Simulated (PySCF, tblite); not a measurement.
**C₄H₆ClFO₂: dynamics, then NMR shifts on frames, part 1 of 2**

How do NMR shifts of C₄H₆ClFO₂ (`F[C@H]1OC[C@H](Cl)CO1`) change as the atoms move?

The runs use tblite 0.8.0 and PySCF 2.14.0, with density-fitted response routines of our own; the level of theory stands in each step. All values are computed, except where a source is named. Atoms are numbered from 0 throughout.

**1. The molecule as given**

14 atoms, charge 0, multiplicity 1; geometry from: GFN2-xTB.

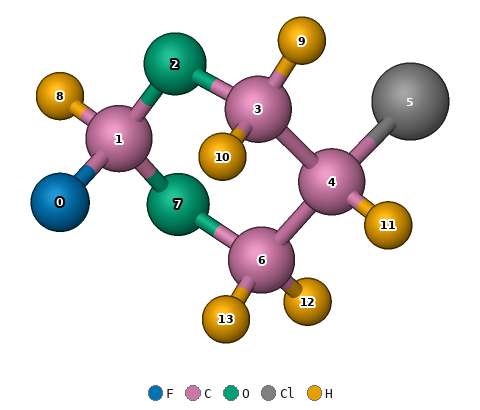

As it starts; fluorine blue, carbon pink, oxygen teal, chlorine grey, hydrogen amber, atoms numbered; sticks join atoms by distance.

**2. Dynamics with GFN2-xTB**

The job: settings as JSON, then the geometry in Å.

```
{"job": {"kind": "md", "xc": "GFN2-xTB", "basis": "xTB", "temperature": 200, "steps": 2000, "every": 50, "frames": 5}, "charge": 0, "multiplicity": 1}
F     -2.237128     0.115012    -0.136509
C     -1.285282     0.376754     0.852074
O     -0.650046    -0.786546     1.160344
C      0.158178    -1.285929     0.102651
C      1.119574    -0.215161    -0.406679
Cl     2.374504     0.107119     0.828224
C      0.325538     1.059666    -0.679804
O     -0.493433     1.400320     0.431262
H     -1.835525     0.711995     1.739538
H      0.689163    -2.140919     0.521876
H     -0.481521    -1.619536    -0.726214
H      1.637311    -0.551873    -1.305972
H      0.979218     1.918618    -0.832980
H     -0.301228     0.910008    -1.569977
```

Method: GFN2-xTB Langevin dynamics, gas phase.

Launch:

```bash
> OMP_NUM_THREADS=1 python probes_run.py task.json out
```

The driver reads the jobs from task.json and runs them one after another.

Log:

```text
t/fs     T/K      E/eV
    0.0   154.9   -790.71892
   25.0    92.5   -790.45751
   50.0   125.5   -790.55209
   75.0   170.2   -790.48645
  100.0   210.8   -790.43194
  125.0   178.0   -790.32016
  150.0   256.6   -790.44105
  175.0   191.8   -790.37203
  200.0   165.4   -790.31447
  225.0   254.9   -790.45774
  250.0   181.2   -790.36078
  275.0   156.6   -790.31483
  300.0   196.0   -790.53213
  325.0    97.2   -790.38127
  350.0   194.7   -790.51696
  375.0   186.7   -790.47780
  400.0   151.3   -790.49758
  425.0   176.3   -790.51081
  450.0   158.5   -790.44290
  475.0   174.7   -790.38911
  500.0   199.5   -790.31934
  525.0   286.6   -790.47602
  550.0   206.9   -790.35532
  575.0   206.3   -790.34987
  600.0   205.4   -790.46162
  625.0   179.4   -790.39704
  650.0   174.7   -790.42411
  675.0   169.8   -790.33786
  700.0   192.0   -790.44913
  725.0   227.5   -790.48429
  750.0   194.1   -790.36567
  775.0   227.7   -790.41794
  800.0   216.7   -790.40828
  825.0   188.2   -790.39250
  850.0   233.0   -790.44448
  875.0   206.0   -790.42983
  900.0   200.8   -790.41234
  925.0   242.5   -790.46661
  950.0   209.4   -790.45802
  975.0   141.6   -790.33343
 1000.0   143.1   -790.37147
```

Run time: 19 s. Hardware: 1 thread of Arm Neoverse N1, shared host; peak memory 0.18 GiB.

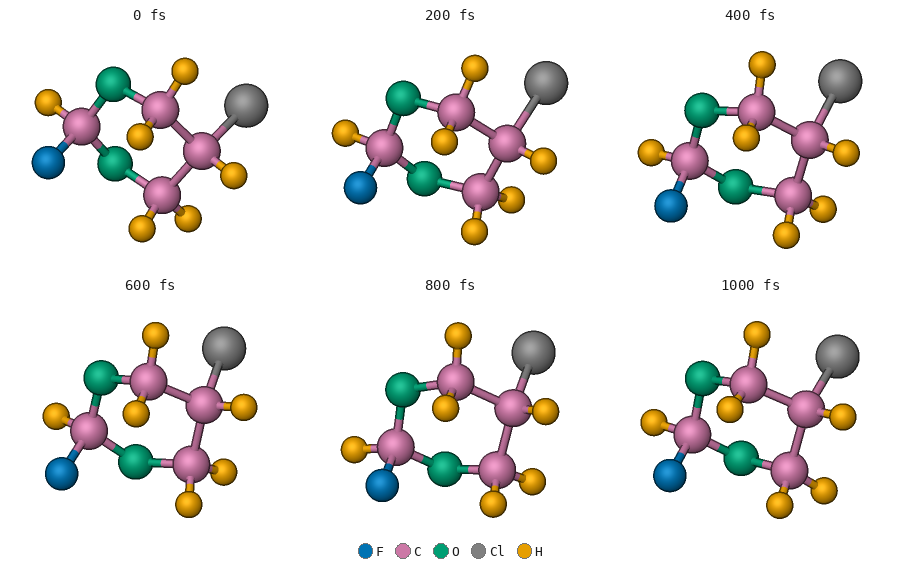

Frames of the run.

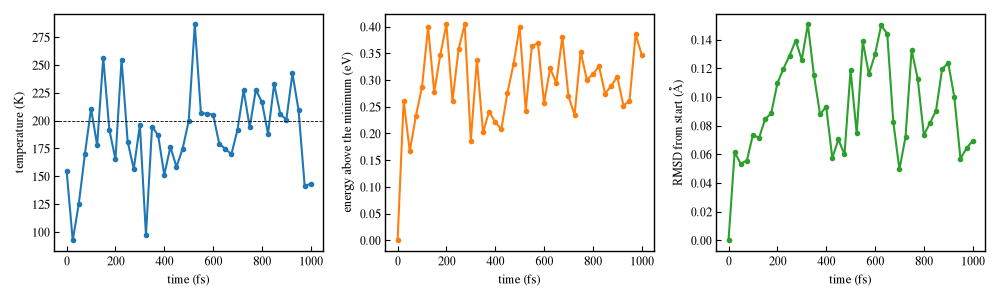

Temperature, potential energy and distance from the start.

Positions (Å) and forces (eV/Å) at 1000 fs:

```xyz
14

F    -1.711    0.087   -0.427    0.341    0.328    0.782
C    -0.962    0.401    0.744   -1.172   -1.054    1.171
O    -0.740   -0.783    1.443   -0.120    0.455   -1.104
C     0.046   -1.675    0.655    0.381   -1.183    2.581
C     1.346   -1.030    0.268    0.577    0.704   -1.295
Cl    2.345   -0.715    1.714   -0.117    0.149   -0.006
C     0.985    0.282   -0.476    0.657    0.317    1.581
O     0.150    1.056    0.410   -0.092    0.273   -0.935
H    -1.632    0.949    1.464    0.544    0.192   -0.939
H     0.281   -2.494    1.415   -0.397    0.509   -1.050
H    -0.554   -2.047   -0.155   -0.040   -0.209   -0.581
H     1.982   -1.644   -0.379   -0.291   -0.130    0.020
H     1.804    0.958   -0.670    0.681    0.020    0.267
H     0.574    0.093   -1.443   -0.951   -0.370   -0.493
```

**3. Nuclear shieldings: 250 fs, PBE0/pcSseg-1**

The job: settings as JSON, then the geometry in Å.

```
{"job": {"kind": "nmr", "xc": "PBE0", "basis": "pcSseg-1", "pop": false}, "charge": 0, "multiplicity": 1}
F     -2.004600     0.038400    -0.687200
C     -1.378200     0.399300     0.486800
O     -1.019600    -0.764400     1.132100
C     -0.118800    -1.557600     0.368100
C      1.169100    -0.725800    -0.169100
Cl     2.240900    -0.597900     1.265700
C      0.710800     0.691500    -0.620400
O     -0.301100     1.240800     0.254500
H     -2.036600     0.914400     1.110200
H      0.221700    -2.346600     1.008700
H     -0.651400    -1.915200    -0.477300
H      1.676300    -1.309600    -0.931000
H      1.504100     1.380900    -0.612100
H      0.249900     0.582600    -1.650700
```

Method: GIAO PBE0/pcSseg-1 NMR shielding, non-relativistic, gas phase.

Log:

```text
coarse grid: 12952 points
cycle   1  E = -865.6493719639  dE =  1.205e+00  |g| = 8.822e-01  |ddm| = 3.300e+00
cycle   2  E = -865.5162293084  dE =  1.331e-01  |g| = 1.253e+00  |ddm| = 1.323e+00
cycle   3  E = -865.7843218040  dE = -2.681e-01  |g| = 8.226e-02  |ddm| = 8.258e-01
cycle   4  E = -865.7852406331  dE = -9.188e-04  |g| = 5.086e-02  |ddm| = 8.551e-02
cycle   5  E = -865.7857207763  dE = -4.801e-04  |g| = 9.349e-03  |ddm| = 3.932e-02
cycle   6  E = -865.7857344548  dE = -1.368e-05  |g| = 2.607e-03  |ddm| = 8.561e-03
cycle   7  E = -865.7857356173  dE = -1.162e-06  |g| = 7.329e-04  |ddm| = 2.409e-03
final grid: 122832 points
cycle   8  E = -865.8625828377  dE = -4.019e-05  |g| = 1.333e-02  |ddm| = 2.555e-02
cycle   9  E = -865.8625487810  dE =  3.406e-05  |g| = 1.910e-02  |ddm| = 1.869e-02
cycle  10  E = -865.8626142590  dE = -6.548e-05  |g| = 1.385e-03  |ddm| = 1.188e-02
cycle  11  E = -865.8626146096  dE = -3.506e-07  |g| = 4.296e-04  |ddm| = 1.479e-03
cycle  12  E = -865.8626146397  dE = -3.010e-08  |g| = 1.056e-04  |ddm| = 2.931e-04
cycle  13  E = -865.8626146413  dE = -1.589e-09  |g| = 2.634e-05  |ddm| = 8.249e-05
cycle  14  E = -865.8626146414  dE = -1.191e-10  |g| = 8.385e-06  |ddm| = 2.212e-05
converged SCF energy = -865.8626146414

GIAO shielding tensors (ppm)
atom      isotropic    diamagn.    paramagn.     s11        s22        s33       span
  0 F      314.755     474.909    -160.153    209.910    356.041    378.315    168.404
  1 C       69.907     239.779    -169.872     46.524     72.420     90.777     44.253
  2 O      251.988     394.472    -142.484    159.242    281.757    314.966    155.724
  3 C      115.349     244.042    -128.693    100.405    115.180    130.462     30.057
  4 C      125.617     249.361    -123.744    102.064    116.500    158.287     56.223
  5 Cl     777.215    1146.522    -369.308    486.480    779.954   1065.210    578.730
  6 C      116.394     242.987    -126.593     95.918    114.803    138.459     42.540
  7 O      251.303     395.049    -143.745    160.724    263.402    329.784    169.061
  8 H       26.537      27.843      -1.306     23.661     24.272     31.676      8.015
  9 H       28.046      29.338      -1.291     23.690     27.890     32.559      8.869
 10 H       27.532      30.293      -2.761     23.034     27.738     31.823      8.789
 11 H       28.130      30.162      -2.032     22.553     27.872     33.964     11.410
 12 H       28.246      29.393      -1.148     23.714     27.929     33.095      9.381
 13 H       26.135      28.303      -2.168     21.773     25.779     30.852      9.079
```

Wall time 35 s (1 thread of Arm Neoverse N1, shared host); peak memory 0.78 GiB.

Shifts follow as δ = σ(reference) − σ, with reference shieldings (ppm) from runs at the same level and on the same kind of geometry: ¹H TMS 31.72, ¹³C TMS 186.9, ¹⁹F CFCl3 170.9, ¹⁷O H2O 336.1, ³⁵Cl HCl 950. The references are single molecules in the gas phase, so shifts against H2O, NH3, PH3, H3PO4 or CFCl3 are not on the usual liquid scales and can be off by tens of ppm. Each atom is listed at this fixed geometry, with no averaging over motion; a spectrum would average atoms that exchange fast.

```csv
atoms,environment,σ (ppm),δ (ppm)
C1,sp3 carbon bearing two oxygens,69.9,117.0
C3,sp3 CH2 bonded to O,115.3,71.6
C6,sp3 CH2 bonded to O,116.4,70.5
C4,sp3 CH bonded to Cl,125.6,61.3
H13,hydrogen on an sp3 CH2 bonded to O,26.13,5.58
H8,hydrogen on an sp3 carbon bearing two oxygens,26.54,5.18
H10,hydrogen on an sp3 CH2 bonded to O,27.53,4.19
H9,hydrogen on an sp3 CH2 bonded to O,28.05,3.67
H11,hydrogen on an sp3 CH bonded to Cl,28.13,3.59
H12,hydrogen on an sp3 CH2 bonded to O,28.25,3.47
F0,fluorine on an sp3 carbon,314.8,-143.8
O7,ether oxygen,251.3,84.8
O2,ether oxygen,252.0,84.1
Cl5,chlorine bonded to C,777,173
```

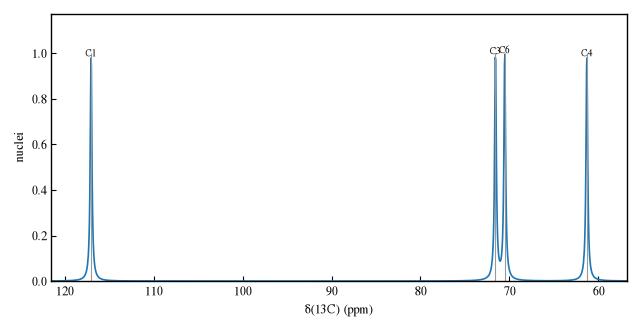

¹³C lines at the computed shifts, without couplings. Lines are broadened to a width of 0.22 ppm (Lorentzian).

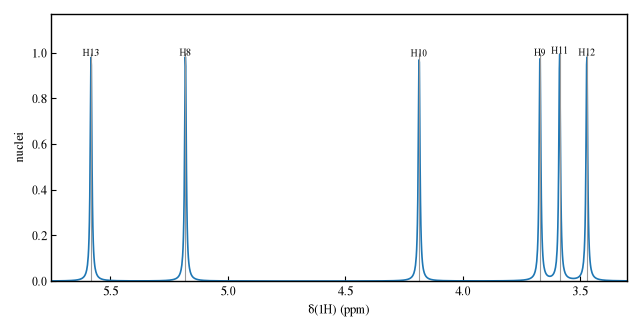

¹H lines at the computed shifts, without couplings. Lines are broadened to a width of 0.01 ppm (Lorentzian).

Ring of atoms C1, O2, C3, C4, C6, O7: NICS(0) -1.7, NICS(1) -1.1, NICS(1)zz 2.6 ppm (means of both faces).

**4. Shielding tensors: 425 fs, PBE0/pcSseg-1**

The job: settings as JSON, then the geometry in Å.

```
{"job": {"kind": "nmr", "xc": "PBE0", "basis": "pcSseg-1", "pop": false}, "charge": 0, "multiplicity": 1}
F     -1.880400     0.086000    -0.845600
C     -1.212800     0.250700     0.432900
O     -0.933800    -0.934100     0.974200
C      0.003300    -1.701600     0.247100
C      1.293800    -0.972600     0.030300
Cl     2.191900    -0.777600     1.565900
C      0.904600     0.400400    -0.523900
O     -0.128300     1.026800     0.241100
H     -1.928900     0.770700     1.101700
H      0.091100    -2.619800     0.783700
H     -0.478100    -1.920400    -0.731100
H      1.928700    -1.421300    -0.723300
H      1.648100     1.145300    -0.518000
H      0.521400     0.313600    -1.539800
```

Level: GIAO PBE0/pcSseg-1 NMR shielding, non-relativistic, gas phase.

Log:

```text
coarse grid: 12952 points
cycle   1  E = -865.6575328985  dE =  1.397e+00  |g| = 8.881e-01  |ddm| = 3.321e+00
cycle   2  E = -865.5372777280  dE =  1.203e-01  |g| = 1.244e+00  |ddm| = 1.345e+00
cycle   3  E = -865.7929859848  dE = -2.557e-01  |g| = 6.274e-02  |ddm| = 8.089e-01
cycle   4  E = -865.7935931412  dE = -6.072e-04  |g| = 3.343e-02  |ddm| = 6.756e-02
cycle   5  E = -865.7938337797  dE = -2.406e-04  |g| = 9.112e-03  |ddm| = 3.348e-02
cycle   6  E = -865.7938502800  dE = -1.650e-05  |g| = 1.785e-03  |ddm| = 9.282e-03
cycle   7  E = -865.7938507629  dE = -4.829e-07  |g| = 6.402e-04  |ddm| = 1.938e-03
final grid: 122832 points
cycle   8  E = -865.8687665184  dE = -4.602e-05  |g| = 1.289e-02  |ddm| = 2.611e-02
cycle   9  E = -865.8687384226  dE =  2.810e-05  |g| = 1.790e-02  |ddm| = 1.801e-02
cycle  10  E = -865.8687957474  dE = -5.732e-05  |g| = 1.267e-03  |ddm| = 1.142e-02
cycle  11  E = -865.8687960471  dE = -2.997e-07  |g| = 4.032e-04  |ddm| = 1.534e-03
cycle  12  E = -865.8687960741  dE = -2.703e-08  |g| = 1.179e-04  |ddm| = 3.042e-04
cycle  13  E = -865.8687960761  dE = -1.946e-09  |g| = 2.994e-05  |ddm| = 8.682e-05
cycle  14  E = -865.8687960762  dE = -1.494e-10  |g| = 8.331e-06  |ddm| = 2.480e-05
converged SCF energy = -865.8687960762

GIAO shielding tensors (ppm)
atom      isotropic    diamagn.    paramagn.     s11        s22        s33       span
  0 F      285.835     475.961    -190.126    139.026    323.286    395.192    256.166
  1 C       66.068     240.674    -174.606     41.657     67.229     89.316     47.659
  2 O      256.497     394.685    -138.188    172.519    269.053    327.919    155.400
  3 C      123.633     244.312    -120.679    107.033    121.438    142.429     35.396
  4 C      131.786     249.495    -117.710    107.020    119.216    169.121     62.101
  5 Cl     809.718    1145.936    -336.217    561.364    788.671   1079.120    517.757
  6 C      120.338     245.000    -124.662    103.611    117.577    139.826     36.215
  7 O      249.858     396.205    -146.347    162.900    268.301    318.372    155.473
  8 H       25.130      26.082      -0.952     21.698     22.896     30.797      9.099
  9 H       28.223      28.676      -0.452     23.762     27.315     33.593      9.830
 10 H       26.616      28.795      -2.180     22.154     26.442     31.250      9.096
 11 H       28.317      29.666      -1.349     22.616     27.902     34.433     11.817
 12 H       28.430      30.079      -1.649     24.167     27.656     33.468      9.301
 13 H       27.173      30.274      -3.101     22.702     27.034     31.783      9.081
```

Run time: 35 s. Hardware: 1 thread of Arm Neoverse N1, shared host; peak memory 0.8 GiB.

This run: δ C1 120.9, C6 66.6, C3 63.3, C4 55.1, H8 6.59, H10 5.10 ppm.

(Continued in part 2 of 2.)
